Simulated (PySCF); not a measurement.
# C₄H₂ClO−: excited states, first hyperpolarisability

Aim: compute the excited states, first hyperpolarisability of C₄H₂ClO− (`[O-]C=C=C=CCl`).

Programs: PySCF 2.14.0, with routines of our own; each step states its level. All values are computed. Atoms count from 0.

## 1. The starting structure

8 atoms, charge -1, multiplicity 1; geometry from: GFN2-xTB.

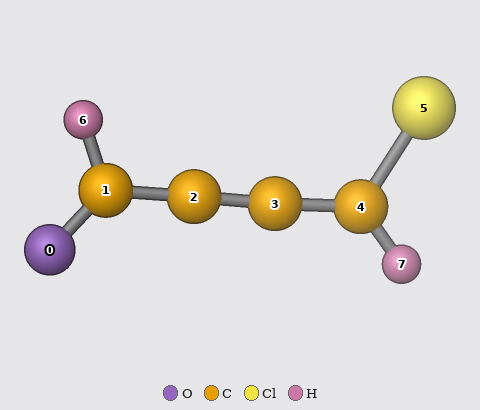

The starting geometry (oxygen purple, carbon amber, chlorine yellow, hydrogen pink).

## 2. Geometry optimisation at PBE0-D3(BJ)/def2-TZVP

The job: settings as JSON, then the geometry in Å.

```
{"job": {"xc": "PBE0", "basis": "def2-TZVP", "d3": "d3bj", "grid": 2, "kind": "geom"}, "charge": -1, "multiplicity": 1}
O     -2.896271    -0.121509     0.763560
C     -2.007873     0.025142    -0.097751
C     -0.656091    -0.004186     0.039304
C      0.581350    -0.032564     0.184541
C      1.896976    -0.053781     0.271660
Cl     2.916383     0.194211    -1.172781
H     -2.317917     0.211737    -1.164755
H      2.492501    -0.209638     1.151657
```

Run with:

```
> OMP_NUM_THREADS=1 python excited_run.py task.json out
```

The driver reads the jobs from task.json and runs them one after another.

What it wrote:

```text
step   0  E = -688.69898533  max force = 0.016214
step   1  E = -688.69932503  max force = 0.004978
step   2  E = -688.69949823  max force = 0.002158
step   3  E = -688.69973644  max force = 0.002480
step   4  E = -688.69978566  max force = 0.001805
step   5  E = -688.69980025  max force = 0.001362
step   6  E = -688.69981056  max force = 0.000875
step   7  E = -688.69981779  max force = 0.000231
optimisation converged
```

It took 2.6 min on 1 thread of Intel Xeon Platinum 8259CL at 2.50GHz, shared host; peak memory 0.82 GiB.

The steps of the relaxation:

```
step  energy from step 0 (eV)  largest force component (eV/Å)
   0                   0.0000                          0.8338
   1                  -0.0092                          0.2560
   2                  -0.0140                          0.1110
   3                  -0.0204                          0.1275
   4                  -0.0218                          0.0928
   5                  -0.0222                          0.0700
   6                  -0.0225                          0.0450
   7                  -0.0227                          0.0119
```

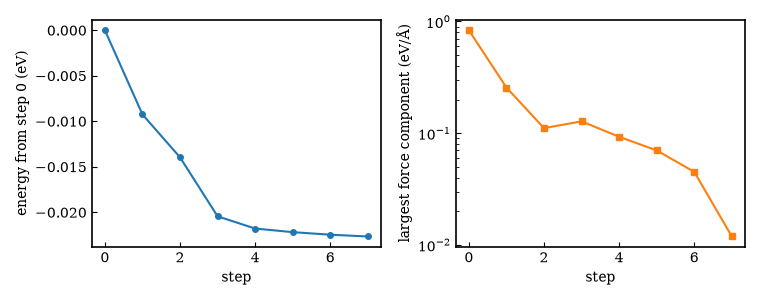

Energy and force, step by step.

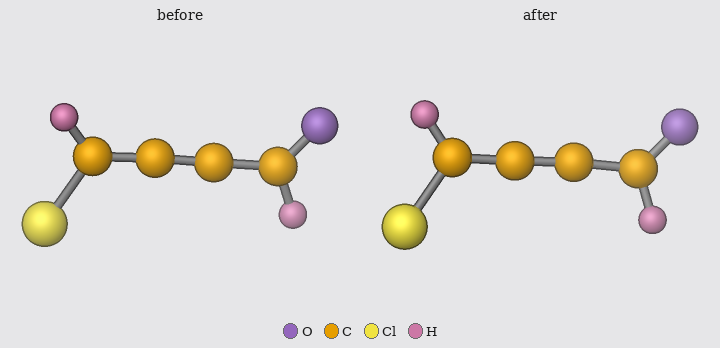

The geometry before (left) and after (right).

Close pairs (by a distance rule), those that changed most:

```
  bond  before (Å)  after (Å)  change (Å)
 C1–C2       1.359      1.376      +0.017
C4–Cl5       1.785      1.770      -0.016
 C3–C4       1.319      1.328      +0.009
 C1–H6       1.127      1.118      -0.009
 C2–C3       1.246      1.251      +0.005
 C4–H7       1.074      1.079      +0.005
 O0–C1       1.246      1.243      -0.003
```

The final coordinates are the input of the step that follows.

```
                         at the end point                 value
  point group (found at 0.08 Å tolerance)                    Cs
rotational constants (GHz, main isotopes)  22.846, 0.899, 0.865
```

## 3. Excited states: TDA wB97X-D/def2-TZVPD

The job: settings as JSON, then the geometry in Å.

```
{"job": {"kind": "states", "xc": "wB97X-D", "basis": "def2-TZVPD", "tda": true, "soc": true, "nstates": 6, "ntriplets": 5, "nquad": 4}, "charge": -1, "multiplicity": 1}
O     -2.938697    -0.515111     0.549759
C     -2.024999    -0.053943    -0.155162
C     -0.665162    -0.064779     0.052981
C      0.581799    -0.039663     0.155185
C      1.902058    -0.029894     0.296465
Cl     2.966176     0.709590    -0.908789
H     -2.288392     0.458186    -1.113489
H      2.454533    -0.457590     1.118078
```

Method: TDA wB97X-D/def2-TZVPD excited states, vertical, gas phase, spin-orbit mean-field couplings.

What it wrote:

```text
coarse grid: 8296 points
cycle   1  E = -688.8448653987  dE =  1.031e+00  |g| = 9.048e-01  |ddm| = 4.381e+00
cycle   2  E = -688.5442839122  dE =  3.006e-01  |g| = 1.565e+00  |ddm| = 4.930e+00
cycle   3  E = -689.0221815586  dE = -4.779e-01  |g| = 1.207e-01  |ddm| = 3.850e+00
cycle   4  E = -689.0253303466  dE = -3.149e-03  |g| = 7.431e-02  |ddm| = 4.162e-01
cycle   5  E = -689.0267487570  dE = -1.418e-03  |g| = 1.696e-02  |ddm| = 1.525e-01
cycle   6  E = -689.0268485155  dE = -9.976e-05  |g| = 6.022e-03  |ddm| = 5.928e-02
cycle   7  E = -689.0268658493  dE = -1.733e-05  |g| = 2.753e-03  |ddm| = 3.716e-02
cycle   8  E = -689.0268688381  dE = -2.989e-06  |g| = 1.345e-03  |ddm| = 1.149e-02
final grid: 78536 points
cycle   9  E = -689.0238855242  dE = -1.074e-04  |g| = 4.206e-03  |ddm| = 2.903e-01
cycle  10  E = -689.0238858240  dE = -2.998e-07  |g| = 4.251e-03  |ddm| = 3.583e-02
cycle  11  E = -689.0238895495  dE = -3.726e-06  |g| = 9.145e-04  |ddm| = 5.184e-03
cycle  12  E = -689.0238897267  dE = -1.772e-07  |g| = 3.894e-04  |ddm| = 3.011e-03
cycle  13  E = -689.0238897645  dE = -3.781e-08  |g| = 7.264e-05  |ddm| = 1.264e-03
cycle  14  E = -689.0238897674  dE = -2.855e-09  |g| = 4.397e-05  |ddm| = 4.531e-04
cycle  15  E = -689.0238897683  dE = -8.595e-10  |g| = 2.370e-05  |ddm| = 1.171e-04
converged SCF energy = -689.0238897683

Singlet excitations
state   eV       nm        f     d(h-e)  d(exc)  Lambda  PR(NTO)  |dmu|/D   mu/D   main configurations
  1   3.2854   377.4   0.00026   0.903   3.762   0.311   1.025    3.693    1.468   H->L 0.40, H->L+6 0.29, H->L+7 0.12
  2   3.8895   318.8   0.00001   1.028   3.991   0.281   1.021    4.398    4.514   H->L+5 0.39, H->L+2 0.32, H->L+1 0.17
  3   4.3141   287.4   0.00665   1.198   4.857   0.201   1.039    4.879    1.277   H->L+1 0.62, H->L+2 0.28
  4   4.4007   281.7   0.00319   3.677   5.561   0.253   1.042   16.184   11.893   H->L 0.47, H->L+2 0.20
  5   4.7893   258.9   0.12544   1.989   4.708   0.295   1.073                     H->L+3 0.77, H->L+4 0.17
  6   4.8394   256.2   0.51680   0.437   3.692   0.568   1.379                     H->L+4 0.61, H->L+3 0.19

Triplet excitations (Tamm-Dancoff)
state   eV     d(h-e)  d(exc)  Lambda  PR(NTO)   main configurations
  1   2.7090   0.599   3.123   0.738   1.022   H->L+4 0.96
  2   2.9738   0.873   3.484   0.332   1.031   H->L+6 0.34, H->L 0.30, H->L+7 0.16
  3   3.8168   1.123   4.099   0.263   1.031   H->L+2 0.35, H->L+5 0.29, H->L+1 0.20
  4   4.2950   1.953   4.881   0.211   1.032   H->L+1 0.62, H->L 0.11
  5   4.3280   2.932   5.478   0.248   1.080   H->L+2 0.40, H->L 0.39
S1 - T1 = 0.5764 eV

Spin-orbit couplings |<S|Hso|T>| (cm-1)
             T1       T2       T3       T4       T5
S0        0.159   44.201   37.299   11.575   12.887
S1       10.327    0.824    3.903   12.278    5.447
S2        6.272    3.830    0.701    9.376    6.835
S3        3.884   16.558   10.359    1.243    1.801
S4        3.843    2.031    1.074    2.488    1.608
S5        0.410   27.219   13.744    7.707    8.294
S6        4.511    3.628    4.200    1.803    7.191
T1 sublevels (cm-1): 0.000 0.001 0.023   radiative rates (1/s): 6.14 0.00392 1.98
```

Wall time 76 s (1 thread of Intel Xeon Platinum 8259CL at 2.50GHz, shared host); peak memory 0.83 GiB.

From this job:

```
  quantity    value
S1 less T1  0.58 eV
```

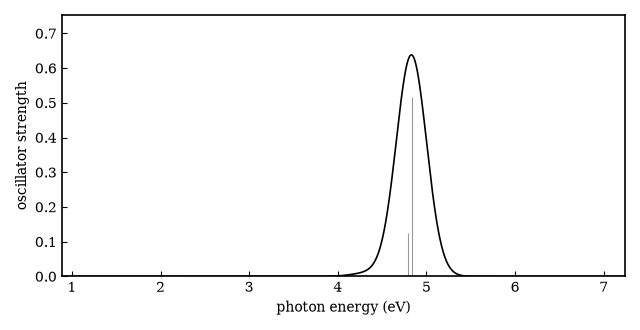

Absorption lines of the singlets. Lines are broadened to a width of 0.40 eV (Gaussian).

The fields below are evaluated on a grid from the run's orbitals.

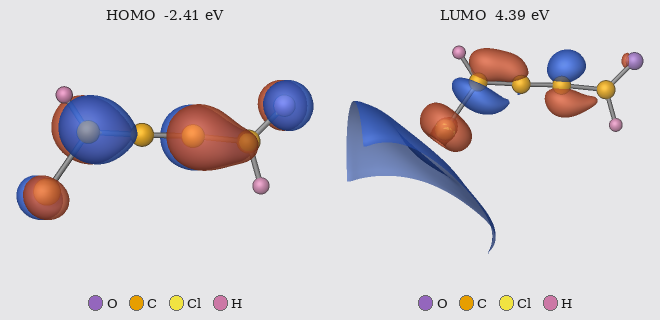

wB97X-D/def2-TZVPD orbitals near the gap, drawn at the value that encloses 70 % of each; the two colours are the two signs. The LUMO is diffuse and is cut off by the edge of the grid.

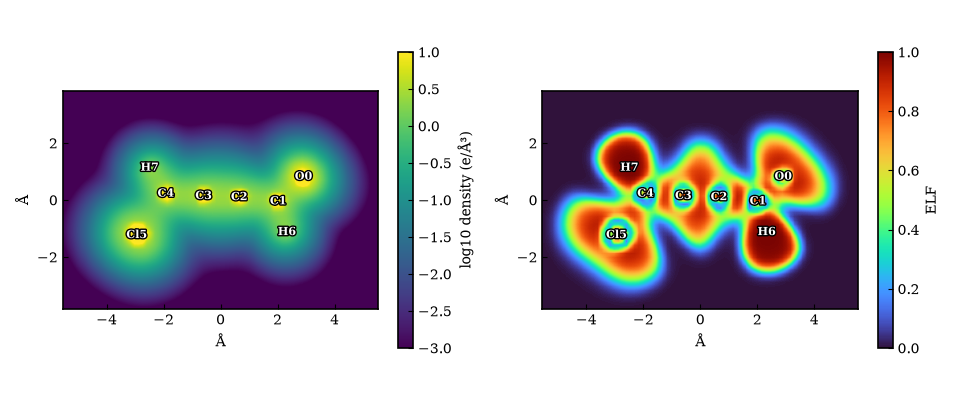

Density (left) and ELF (right) in a plane through or near 8 of the atoms.

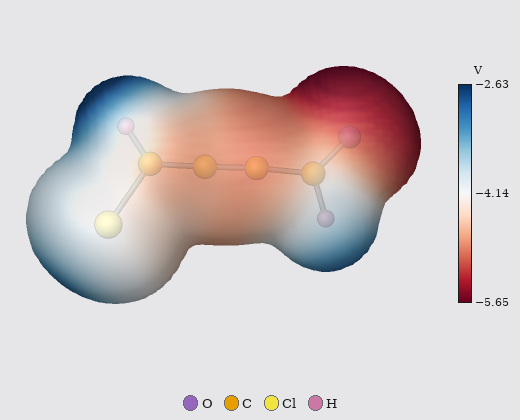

Electrostatic potential on the surface of density 0.002 e/bohr³; red is low, blue high. It runs from -5.65 V near O0 to -2.63 V near H7.

## 4. Excited states: TDDFT CAM-B3LYP/aug-cc-pVTZ

Settings changed since step 3:

```diff
@@ -1,2 +1,2 @@
-{"job": {"kind": "states", "xc": "wB97X-D", "basis": "def2-TZVPD", "tda": true, "soc": true, "nstates": 6, "ntriplets": 5, "nquad": 4}, "charge": -1, "multiplicity": 1}
+{"job": {"kind": "states", "xc": "CAM-B3LYP", "basis": "aug-cc-pVTZ", "tpa": true, "nstates": 8, "nquad": 6, "ntriplets": 0}, "charge": -1, "multiplicity": 1}
 O     -2.938697    -0.515111     0.549759
```

Level: TDDFT CAM-B3LYP/aug-cc-pVTZ excited states, vertical, gas phase, two-photon moments by quadratic response.

What it wrote:

```text
coarse grid: 8296 points
cycle   1  E = -688.8432749107  dE =  1.008e+00  |g| = 8.950e-01  |ddm| = 6.990e+00
cycle   2  E = -688.2607197517  dE =  5.826e-01  |g| = 1.887e+00  |ddm| = 2.401e+01
cycle   3  E = -689.0090396615  dE = -7.483e-01  |g| = 1.759e-01  |ddm| = 2.327e+01
cycle   4  E = -689.0146089518  dE = -5.569e-03  |g| = 1.250e-01  |ddm| = 5.245e-01
cycle   5  E = -689.0184347625  dE = -3.826e-03  |g| = 2.752e-02  |ddm| = 3.026e-01
cycle   6  E = -689.0185777131  dE = -1.430e-04  |g| = 1.380e-02  |ddm| = 8.161e-02
cycle   7  E = -689.0186305066  dE = -5.279e-05  |g| = 5.351e-03  |ddm| = 5.533e-02
cycle   8  E = -689.0186392777  dE = -8.771e-06  |g| = 1.472e-03  |ddm| = 2.320e-02
final grid: 78536 points
cycle   9  E = -689.0210614961  dE = -2.075e-05  |g| = 3.112e-03  |ddm| = 4.798e-01
cycle  10  E = -689.0210601445  dE =  1.352e-06  |g| = 3.900e-03  |ddm| = 2.899e-02
cycle  11  E = -689.0210635450  dE = -3.400e-06  |g| = 7.609e-04  |ddm| = 6.974e-03
cycle  12  E = -689.0210636674  dE = -1.224e-07  |g| = 2.065e-04  |ddm| = 2.011e-03
cycle  13  E = -689.0210636786  dE = -1.118e-08  |g| = 7.121e-05  |ddm| = 9.390e-04
cycle  14  E = -689.0210636800  dE = -1.407e-09  |g| = 2.778e-05  |ddm| = 2.455e-04
cycle  15  E = -689.0210636803  dE = -3.022e-10  |g| = 1.420e-05  |ddm| = 1.453e-04
converged SCF energy = -689.0210636803

Singlet excitations
state   eV       nm        f     d(h-e)  d(exc)  Lambda  PR(NTO)  |dmu|/D   mu/D   delta(TPA)   sigma/GM   main configurations
  1   2.9227   424.2   0.00001   1.540   5.009   0.172   1.017    6.936    4.915      169.67      0.531   H->L 0.57, H->L+1 0.24
  2   3.2362   383.1   0.00380   0.780   5.284   0.187   1.018    3.489    4.141       55.88      0.214   H->L 0.35, H->L+1 0.31, H->L+2 0.12
  3   3.4667   357.6   0.00047   1.934   4.956   0.227   1.021    8.192    9.366      102.68      0.452   H->L+1 0.38, H->L+2 0.22, H->L+3 0.13
  4   3.9722   312.1   0.00449   1.656   5.211   0.252   1.028    6.761    2.949       92.08      0.532   H->L+2 0.57, H->L+3 0.20, H->L+9 0.10
  5   4.2525   291.6   0.25691   0.486   4.209   0.510   1.118    2.459    3.950       40.62      0.269   H->L+5 0.93
  6   4.3292   286.4   0.00158   0.541   5.140   0.191   1.021    2.853    6.175       56.58      0.388   H->L+4 0.90
  7   4.6208   268.3   0.00410   1.146   5.601   0.278   1.041                                            H->L+3 0.49, H->L+10 0.16, H->L+9 0.12
  8   4.6569   266.2   0.23381   0.568   4.005   0.541   1.322                                            H->L+7 0.85
```

Wall time 1.9 min (1 thread of Intel Xeon Platinum 8259CL at 2.50GHz, shared host); peak memory 1.1 GiB.

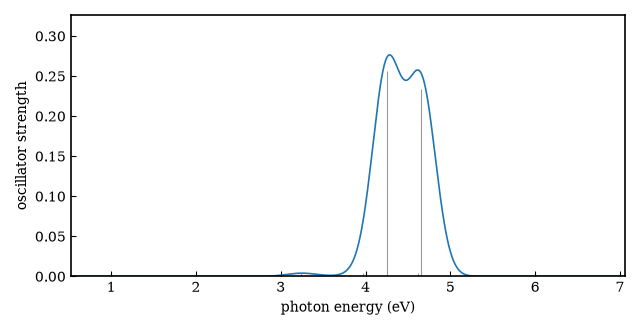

Absorption lines of the singlets. Lines are broadened to a width of 0.40 eV (Gaussian).

## 5. First hyperpolarisability: quadratic response CAM-B3LYP/aug-cc-pVTZ

Settings changed since step 4:

```diff
@@ -1,2 +1,2 @@
-{"job": {"kind": "states", "xc": "CAM-B3LYP", "basis": "aug-cc-pVTZ", "tpa": true, "nstates": 8, "nquad": 6, "ntriplets": 0}, "charge": -1, "multiplicity": 1}
+{"job": {"kind": "beta", "xc": "CAM-B3LYP", "basis": "aug-cc-pVTZ"}, "charge": -1, "multiplicity": 1}
 O     -2.938697    -0.515111     0.549759
```

Method: quadratic response CAM-B3LYP/aug-cc-pVTZ first hyperpolarisability, Taylor convention, gas phase.

What it wrote:

```text
coarse grid: 8296 points
cycle   1  E = -688.8432749107  dE =  1.008e+00  |g| = 8.950e-01  |ddm| = 6.990e+00
cycle   2  E = -688.2607197517  dE =  5.826e-01  |g| = 1.887e+00  |ddm| = 2.401e+01
cycle   3  E = -689.0090396615  dE = -7.483e-01  |g| = 1.759e-01  |ddm| = 2.327e+01
cycle   4  E = -689.0146089518  dE = -5.569e-03  |g| = 1.250e-01  |ddm| = 5.245e-01
cycle   5  E = -689.0184347625  dE = -3.826e-03  |g| = 2.752e-02  |ddm| = 3.026e-01
cycle   6  E = -689.0185777131  dE = -1.430e-04  |g| = 1.380e-02  |ddm| = 8.161e-02
cycle   7  E = -689.0186305066  dE = -5.279e-05  |g| = 5.351e-03  |ddm| = 5.533e-02
cycle   8  E = -689.0186392777  dE = -8.771e-06  |g| = 1.472e-03  |ddm| = 2.320e-02
final grid: 78536 points
cycle   9  E = -689.0210614961  dE = -2.075e-05  |g| = 3.112e-03  |ddm| = 4.798e-01
cycle  10  E = -689.0210601445  dE =  1.352e-06  |g| = 3.900e-03  |ddm| = 2.899e-02
cycle  11  E = -689.0210635449  dE = -3.400e-06  |g| = 7.609e-04  |ddm| = 6.974e-03
cycle  12  E = -689.0210636674  dE = -1.224e-07  |g| = 2.065e-04  |ddm| = 2.011e-03
cycle  13  E = -689.0210636786  dE = -1.118e-08  |g| = 7.121e-05  |ddm| = 9.390e-04
cycle  14  E = -689.0210636800  dE = -1.409e-09  |g| = 2.778e-05  |ddm| = 2.455e-04
cycle  15  E = -689.0210636803  dE = -3.034e-10  |g| = 1.420e-05  |ddm| = 1.453e-04
converged SCF energy = -689.0210636803

Lowest singlets (eV, f): 2.9227 0.0000  3.2362 0.0038  3.4667 0.0005

First hyperpolarisability (au)
process     nm      |vector|   parallel      HRS      DR
static         -      295.04      90.21     166.49   2.645
shg       1907.0      318.84     100.02      182.3   2.607
eope      1907.0      302.76      93.39          -       -
shg       1064.0      375.52     122.09     228.86    2.41
eope      1064.0      320.59     100.74          -       -
```

Wall time 99 s (1 thread of Intel Xeon Platinum 8259CL at 2.50GHz, shared host); peak memory 1.1 GiB.

## 6. Excited states: TDA wB97X-D/def2-TZVPD in acetonitrile

Settings changed since step 5:

```diff
@@ -1,2 +1,2 @@
-{"job": {"kind": "beta", "xc": "CAM-B3LYP", "basis": "aug-cc-pVTZ"}, "charge": -1, "multiplicity": 1}
+{"job": {"kind": "states", "xc": "wB97X-D", "basis": "def2-TZVPD", "tda": true, "soc": true, "nstates": 6, "ntriplets": 5, "nquad": 4, "solvent": "acetonitrile"}, "charge": -1, "multiplicity": 1}
 O     -2.938697    -0.515111     0.549759
```

Method: TDA wB97X-D/def2-TZVPD excited states, vertical, IEF-PCM acetonitrile (non-equilibrium response), spin-orbit mean-field couplings.

What it wrote:

```text
coarse grid: 8296 points
cycle   1  E = -688.9476817303  dE =  9.288e-01  |g| = 8.770e-01  |ddm| = 4.369e+00
cycle   2  E = -688.7910946914  dE =  1.566e-01  |g| = 1.321e+00  |ddm| = 2.609e+00
cycle   3  E = -689.1064039824  dE = -3.153e-01  |g| = 8.696e-02  |ddm| = 1.479e+00
cycle   4  E = -689.1081748222  dE = -1.771e-03  |g| = 5.193e-02  |ddm| = 3.080e-01
cycle   5  E = -689.1088592791  dE = -6.845e-04  |g| = 1.390e-02  |ddm| = 1.105e-01
cycle   6  E = -689.1089377386  dE = -7.846e-05  |g| = 5.048e-03  |ddm| = 4.965e-02
cycle   7  E = -689.1089538100  dE = -1.607e-05  |g| = 2.806e-03  |ddm| = 2.488e-02
cycle   8  E = -689.1089582756  dE = -4.466e-06  |g| = 1.109e-03  |ddm| = 1.245e-02
final grid: 78536 points
cycle   9  E = -689.1059686744  dE = -1.100e-04  |g| = 3.416e-03  |ddm| = 3.102e-01
cycle  10  E = -689.1059705156  dE = -1.841e-06  |g| = 2.212e-03  |ddm| = 3.665e-02
cycle  11  E = -689.1059714359  dE = -9.203e-07  |g| = 6.157e-04  |ddm| = 4.740e-03
cycle  12  E = -689.1059715076  dE = -7.163e-08  |g| = 3.123e-04  |ddm| = 2.866e-03
cycle  13  E = -689.1059715303  dE = -2.271e-08  |g| = 8.945e-05  |ddm| = 7.644e-04
cycle  14  E = -689.1059715348  dE = -4.476e-09  |g| = 3.407e-05  |ddm| = 4.931e-04
cycle  15  E = -689.1059715358  dE = -1.064e-09  |g| = 2.245e-05  |ddm| = 1.832e-04
cycle  16  E = -689.1059715362  dE = -3.963e-10  |g| = 8.442e-06  |ddm| = 1.231e-04
converged SCF energy = -689.1059715362

Singlet excitations
state   eV       nm        f     d(h-e)  d(exc)  Lambda  PR(NTO)  |dmu|/D   mu/D   main configurations
  1   3.4958   354.7   0.00007   0.378   3.200   0.392   1.020    1.559    5.004   H->L 0.61, H->L+6 0.11, H->L+3 0.09
  2   4.4607   277.9   0.00079   0.273   3.802   0.397   1.027    1.357    5.931   H->L+2 0.68, H->L 0.16, H->L+3 0.10
  3   4.7178   262.8   0.89145   0.396   3.204   0.724   1.249    0.373    6.882   H->L+1 0.88
  4   5.0568   245.2   0.00079   1.524   2.914   0.430   1.006    4.748    2.002   H-1->L+1 0.95
  5   5.4009   229.6   0.01149   0.596   4.569   0.307   1.066                     H->L+3 0.46, H->L+4 0.39
  6   5.5686   222.6   0.00492   2.359   4.820   0.335   1.135                     H->L+4 0.34, H->L+3 0.25, H->L+2 0.14

Triplet excitations (Tamm-Dancoff)
state   eV     d(h-e)  d(exc)  Lambda  PR(NTO)   main configurations
  1   2.6789   0.585   3.107   0.761   1.024   H->L+1 0.97
  2   3.1600   0.485   3.128   0.389   1.027   H->L 0.55, H->L+2 0.13, H->L+6 0.12
  3   4.4244   0.327   3.792   0.399   1.048   H->L+2 0.64, H->L 0.20
  4   4.6934   1.482   2.867   0.428   1.008   H-1->L+1 0.94
  5   4.9144   0.145   2.482   0.438   1.022   H-2->L 0.42, H-2->L+6 0.14, H-2->L+3 0.10
S1 - T1 = 0.8169 eV

Spin-orbit couplings |<S|Hso|T>| (cm-1)
             T1       T2       T3       T4       T5
S0        0.132   53.078   40.328   46.422   11.025
S1       13.398    0.998   10.102    0.153   20.727
S2        5.124    9.794    0.499    0.030    3.692
S3        0.184   15.637    2.086   25.652    0.581
S4       24.385    0.205    0.307    0.174    2.775
S5        4.177   12.117    7.123    0.889    2.233
S6        2.269    4.036    2.810    1.578    6.930
T1 sublevels (cm-1): 0.000 0.004 0.012   radiative rates (1/s): 0.0426 1.49 0.131
```

It took 63 s on 1 thread of Intel Xeon Platinum 8259CL at 2.50GHz, shared host; peak memory 0.85 GiB.

In short:

```
  quantity    value
S1 less T1  0.82 eV
```

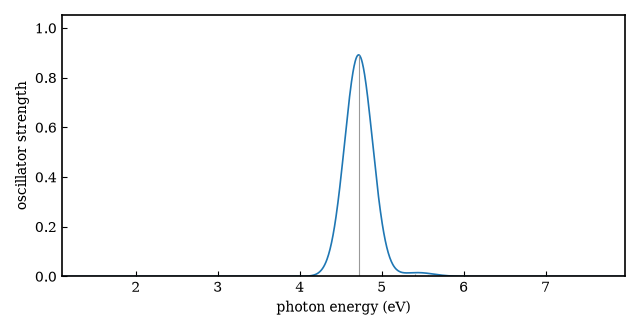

Absorption lines of the singlets. Lines are broadened to a width of 0.40 eV (Gaussian).

## 7. Summary of results

| quantity | value |
| --- | --- |
| point group | Cs |
| rotational constants (main isotopes) | 22.85, 0.90, 0.86 GHz |
| S1 less T1 (step 3, TDA wB97X-D/def2-TZVPD) | 0.58 eV |
| β vector (step 5, quadratic response CAM-B3LYP/aug-cc-pVTZ) | static 295, SHG 1907.0 nm 319, SHG 1064.0 nm 376 au |
| S1 less T1 (step 6, TDA wB97X-D/def2-TZVPD in acetonitrile) | 0.82 eV |

What this shows: Over 7 steps the energy fell by 0.023 eV; of the close pairs, C1–C2 changed most, 1.359 to 1.376 Å. No frequency check was run at this level, so the end point may be a saddle. For an anion in the gas phase, states above the energy of detachment are held by the basis alone, so excitations and responses hang on it. In step 3, the number of triplets below S1 is 2, and the largest singlet-triplet spin-orbit coupling is S0–T2, 44.20 cm⁻¹. β grows from 295 au (static) to 376 au for doubling at 1064.0 nm: normal dispersion, which grows as twice the photon energy moves toward the bright states. In step 6, the number of triplets below S1 is 2, and the largest singlet-triplet spin-orbit coupling is S0–T2, 53.08 cm⁻¹. The orbital labels of the leading configurations differ from run to run, so check that S1 and T1 are the same states before comparing rows.
